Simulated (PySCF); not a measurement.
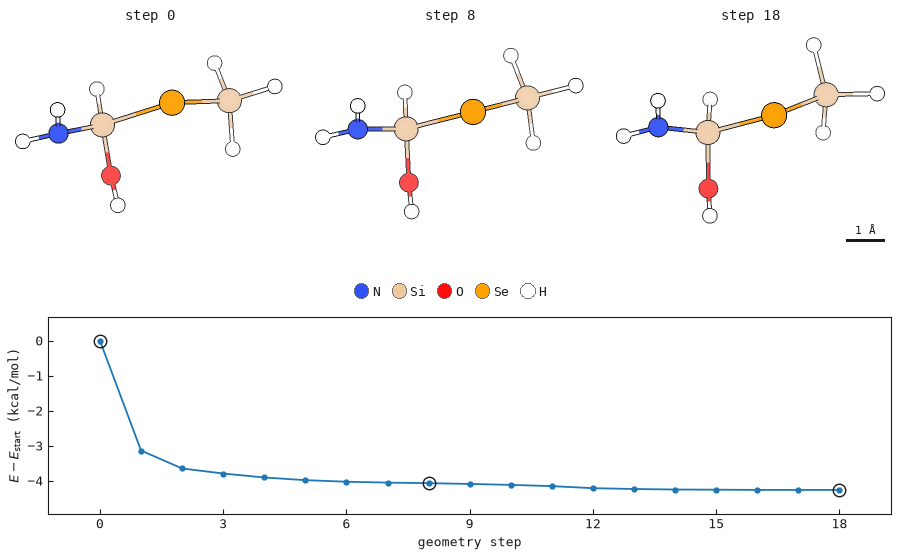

Frames of a relaxation of Si$_{2}$NH$_{7}$SeO, marked on the history of the run. The picture is a ball-and-stick view, seen from a free direction.

The start comes from GFN2-xTB. Its atoms were then displaced at random by about 0.01 Å.

Method: PBE0-D3(BJ)/def2-SVP geometry optimisation, gas phase (PySCF). 

**What happens along the run?**

An H atom moves most after the best rigid fit: 0.69 Å. Largest moves by element: H 0.69 Å, O 0.40 Å, Se 0.36 Å, Si 0.25 Å, N 0.21 Å. Among the contacts that change: Se–Si 2.338 → 2.286 Å, H–Si 1.441 → 1.492 Å, Se–Si 2.247 → 2.285 Å, O–Si 1.623 → 1.658 Å. Bond angles that change, for instance: Si–Se–Si 99.4° → 94.7°, N–Si–H 123.1° → 118.8°, Si–N–H 117.0° → 120.6°. Groups turn about Se–Si by about 25°. The energy falls by 4.26 kcal/mol in 18 geometry steps. Cost: 2.1 min on 1 thread of Arm Neoverse V2 (shared host). From step 0 to 8: H atoms move most (0.28 Å), energy −4.07 kcal/mol. From step 8 to 18: an H atom moves most (0.45 Å), energy −0.19 kcal/mol.

```json
{"step": "0", "E − E(0), kcal/mol": "0.00"}
{"step": "1", "E − E(0), kcal/mol": "-3.14"}
{"step": "2", "E − E(0), kcal/mol": "-3.65"}
{"step": "3", "E − E(0), kcal/mol": "-3.79"}
{"step": "4", "E − E(0), kcal/mol": "-3.90"}
{"step": "5", "E − E(0), kcal/mol": "-3.98"}
{"step": "6", "E − E(0), kcal/mol": "-4.03"}
{"step": "7", "E − E(0), kcal/mol": "-4.05"}
{"step": "8", "E − E(0), kcal/mol": "-4.07"}
{"step": "9", "E − E(0), kcal/mol": "-4.09"}
{"step": "10", "E − E(0), kcal/mol": "-4.12"}
{"step": "11", "E − E(0), kcal/mol": "-4.15"}
{"step": "12", "E − E(0), kcal/mol": "-4.21"}
{"step": "13", "E − E(0), kcal/mol": "-4.23"}
{"step": "14", "E − E(0), kcal/mol": "-4.25"}
{"step": "15", "E − E(0), kcal/mol": "-4.25"}
{"step": "16", "E − E(0), kcal/mol": "-4.26"}
{"step": "17", "E − E(0), kcal/mol": "-4.26"}
{"step": "18", "E − E(0), kcal/mol": "-4.26"}
```
